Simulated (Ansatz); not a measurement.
# BSiN (triplet): trial inputs and their diagnosis at a displaced geometry (v1)

4 inputs are run for BSiN (triplet) as typed; the log has to tell whether the result can be used and what must change.

Program: Ansatz 0.2.0, Gaussian basis. Level of theory: the settings change from run to run. These are calculated values, not measurements.

24 further runs of the same task are left out: 10 that didn't finish, 14 set aside as unsound or not needed.

**1. The geometry**

The geometry is a PBE0/def2-TZVP stationary point (not a proven minimum) with its atoms shifted at random (size 0.040 Å).

3 atoms, charge 0, spin multiplicity 3.

Atoms are counted from 1 here; the program's logs count them from 0.

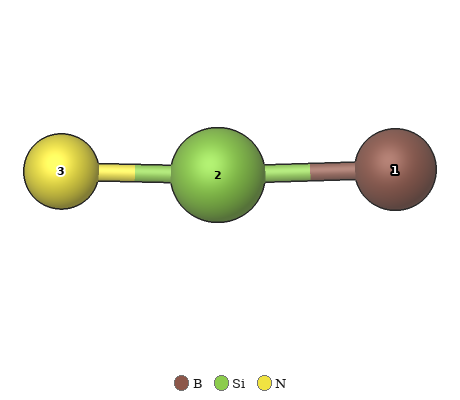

The geometry (boron brown, silicon green, nitrogen yellow); atoms are numbered from 1 in the order of the file.

**2. Try 1**

File in.yaml:

```yaml
crystal:
  periodic: [false, false, false]
  atoms:
    - {symbol: B, position_ang: [-0.015433, -0.009008, 1.798440]}
    - {symbol: Si, position_ang: [-0.016266, -0.025151, -0.075013]}
    - {symbol: N, position_ang: [0.031698, 0.034159, -1.723427]}
basis:
  gaussian: {orbitals: cc-pVDZ, point_charges: [{charge: -1.00, position_ang: [4.736, 0.035, 0.268]}]}
magnetization: {spin_polarized: false, initial_magnetization: 2}
correlation: {method: sc_nevpt2, electrons: outside_noble_gas, active_space: {window: {electrons: 2, orbitals: 3}}}
scf: {lower_state_search: off}
output: {forces: true}
```

Started as:

```sh
ansatz run in.yaml --threads 1 --pin off --events-out ev --progress --plain --max-ram 2393MiB
```

The log of the run:

```text
Functional definition: HF
  name "HF"
  cite "Fock, Z. Phys. 61, 126 (1930) doi:10.1007/BF01340294"
  parent pbe
  exchange = exact_x
  correlation = 0
these checks for a lower state are left out or cut short: stability, starts, cluster_reference, orbital_swaps, neighbouring_geometries, increment
454 factors; integrals over basis functions are off by at most 1.1e-3 eV
mean field evaluation 1: about -9997.8702 eV, gradient 4.7e1 eV
mean field evaluation 2: about -9997.9258 eV, gradient 4.7e1 eV
mean field evaluation 4: about -10005.8037 eV, gradient 1.5e1 eV
mean field evaluation 8: about -10007.8956 eV, gradient 1.0e0 eV
mean field evaluation 16: about -10007.9733 eV, gradient 2.0e-1 eV
mean field evaluation 32: about -10007.9770 eV, gradient 3.3e-3 eV
mean field -10007.97696804 eV, -367.7863699251 hartree, gradient 5.0e-6 eV, S^2 2.000000; 0 other end points of the search recorded, 0 dependent functions left out
reference -10007.97696804 eV, -367.7863699251 hartree; 14, 12 occupied and 32, 34 virtual orbitals, 454 factors
state -10007.97696804 eV, -367.7863699251 hartree
state -10007.97696804 eV, -367.7863699251 hartree; corrected -10016.62979891 eV, -368.1043555944 hartree
WARN: 1 active orbitals are nearly empty or full. The corrections depend on them more than the energy does, and are more stable in an active space without them
the calculation of the forces begins
Error: an active orbital is full or empty, and SC-NEVPT2 has no forces then: leave it out of the active space
```

Run time: 0.6 s. Hardware: 1 thread of Arm Neoverse V2, shared host.

**Diagnosis.** The run stopped with an error. It says: «an active orbital is full or empty, and SC-NEVPT2 has no forces then: leave it out of the active space». Cure: drop the forces, or choose an active space whose orbitals are all partly filled.

**3. Try 2**

File in.yaml:

```yaml
crystal:
  periodic: [false, false, false]
  atoms:
    - {symbol: B, position_ang: [-0.015433, -0.009008, 1.798440]}
    - {symbol: Si, position_ang: [-0.016266, -0.025151, -0.075013]}
    - {symbol: N, position_ang: [0.031698, 0.034159, -1.723427]}
basis:
  gaussian: {orbitals: def2-SVP, fitting: {mean_field: def2-universal-jkfit}, point_charges: [{charge: -0.50, position_ang: [3.845, 0.410, -0.522]}]}
magnetization: {spin_polarized: false, initial_magnetization: 2}
hamiltonian: {xc: r2scan}
correlation: {active_space: {window: {electrons: 4, orbitals: 4}}}
scf: {lower_state_search: off}
```

Launched as before.

The log of the run:

```text
Error: invalid value for `correlation.active_space`: it starts from restricted Hartree–Fock orbitals; set hamiltonian.xc: hf without magnetization.spin_polarized
```

Wall time 0.03 s (1 thread of Arm Neoverse V2, shared host).

**Diagnosis.** The run was refused. An active space is asked on a functional's orbitals. To mend it, start from Hartree-Fock.

**4. Try 3**

File in.yaml:

```yaml
crystal:
  periodic: [false, false, false]
  atoms:
    - {symbol: B, position_ang: [-0.015433, -0.009008, 1.798440]}
    - {symbol: Si, position_ang: [-0.016266, -0.025151, -0.075013]}
    - {symbol: N, position_ang: [0.031698, 0.034159, -1.723427]}
basis:
  gaussian: {orbitals: 6-31G}
magnetization: {spin_polarized: false, initial_magnetization: 2}
hamiltonian: {xc: pbe0}
correlation: {active_space: {window: {electrons: 4, orbitals: 4}}}
accuracy: high
```

Same command.

The log of the run:

```text
Error: invalid value for `correlation.active_space`: it starts from restricted Hartree–Fock orbitals; set hamiltonian.xc: hf without magnetization.spin_polarized
```

It took 0.03 s on 1 thread of Arm Neoverse V2, shared host.

What is wrong: The run was refused. An active space is asked on a functional's orbitals. Cure: start from Hartree-Fock.

**5. Try 4**

File in.yaml:

```yaml
crystal:
  periodic: [false, false, false]
  atoms:
    - {symbol: B, position_ang: [-0.015433, -0.009008, 1.798440]}
    - {symbol: Si, position_ang: [-0.016266, -0.025151, -0.075013]}
    - {symbol: N, position_ang: [0.031698, 0.034159, -1.723427]}
basis:
  gaussian: {orbitals: 6-31G}
magnetization: {spin_polarized: false, initial_magnetization: 3}
correlation: {method: fic_mrcisd_q, electrons: valence, active_space: {window: {electrons: 2, orbitals: 6}}}
scf: {lower_state_search: off}
```

The command is unchanged.

The log of the run:

```text
Error: a molecule whose nuclei and cores have a total charge of 26 cannot have a net charge of 0 together with 3 unpaired electrons
```

It took 0.03 s on 1 thread of Arm Neoverse V2, shared host.

Diagnosis: The run was refused. The number of unpaired electrons doesn't fit the electron count. To mend it, make charge and initial_magnetization agree.

**6. How the runs ended**

```tsv
try	level	ended	cause	time
1	NEVPT2(2,3)/cc-pVDZ	stopped by an error	an active orbital is full or empty, and SC-NEVPT2 has no forces then: leave it out of the active space	0.6 s
2	CASSCF(4,4)/def2-SVP	refused	an active space is asked on a functional's orbitals	0.03 s
3	CASSCF(4,4)/6-31G	refused	an active space is asked on a functional's orbitals	0.03 s
4	MRCISD+Q(2,6)/6-31G	refused	the number of unpaired electrons doesn't fit the electron count	0.03 s
```

1 stopped by an error, 3 refused.
